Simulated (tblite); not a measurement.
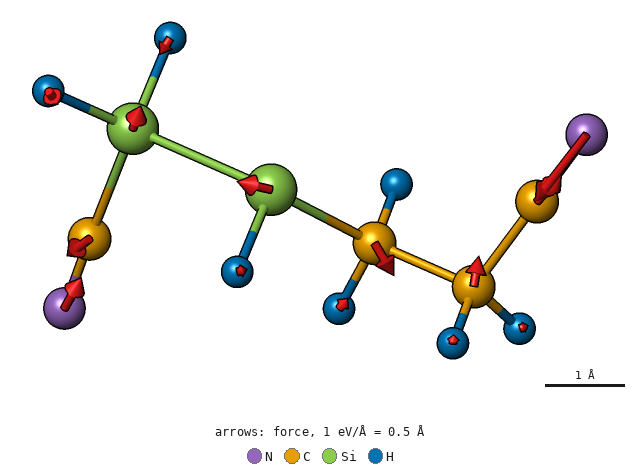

Starting geometry of C₄H₇N₂Si₂ (multiplicity 2) with the computed forces as red arrows. The picture is a ball-and-stick view, seen at a tilt.

Theory: GFN2-xTB geometry optimisation, gas phase (tblite 0.8.0). 

What follows when this structure is relaxed?

It isn't relaxed: the largest force vector, on an N atom, is 2.40 eV/Å. The final displacements have little in common with the starting forces (cosine between the two patterns 0.18). The largest move after the best rigid fit is that of an H atom, 0.35 Å. By element the largest moves are H 0.35 Å, N 0.32 Å, C 0.21 Å, Si 0.11 Å. Near-neighbour distances that change, for instance: C–Si 1.875 → 1.920 Å, H–Si 1.499 → 1.464 Å, C–C 1.471 → 1.439 Å, Si–Si 2.313 → 2.293 Å. Bond angles that change, for instance: C–Si–H 112.7° → 104.3°, Si–Si–H 111.7° → 119.8°, C–Si–H 111.9° → 104.0°. The energy falls by 5.25 kcal/mol in 71 geometry steps. Cost: 0.59 s on 1 thread of Intel(R) Xeon(R) Platinum 8488C, with other jobs on the host.
